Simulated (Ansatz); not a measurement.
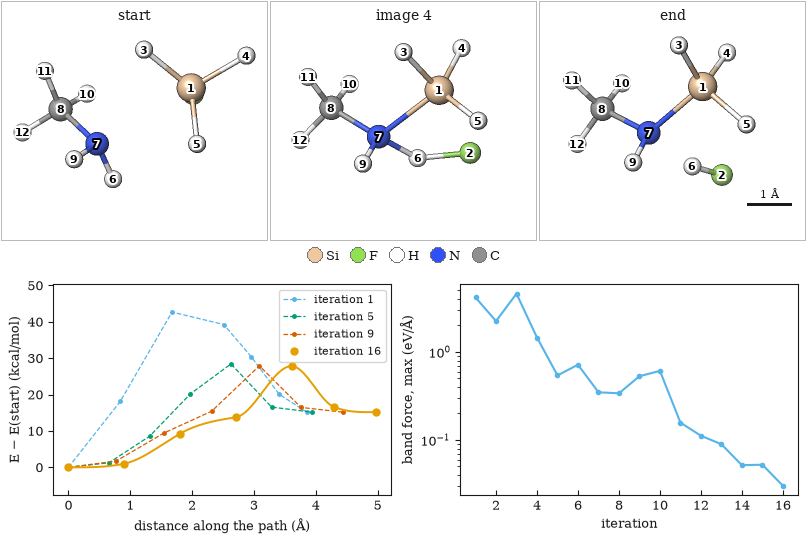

A search for the minimum-energy path of CH₈FNSi, made up of SiH3F and CH5N by the nudged elastic band. Images are numbered from 0 (start) to 6 (end). The plot follows the band through its iterations. The picture is a ball-and-stick view, seen from a free direction.

The calculation used RKS B3LYP-D4/def2-SVP in Ansatz. Set-up: 5 movable images; climbing image; force threshold 0.05 eV/Å; iteration limit 60; starting path through a guess of the saddle point.

Did the band converge, and can the barrier be trusted?

The result is final at these settings. The band converged in 16 iterations. The largest component of the band force went from 4.2 to 0.03 eV/Å. The climbing image converged on the top of the path. Its vibrational analysis gives one imaginary mode (658i cm⁻¹), as a transition state must have. The first iteration put the highest image at 42.7 kcal/mol. The highest point, image 4, lies 27.8 kcal/mol above the start and 12.7 kcal/mol above the end; the end is at +15.2 kcal/mol relative to the start.

Limits of the set-up: the start holds two separate molecules, 2.6 Å apart at their closest, whose relative position is a soft coordinate.
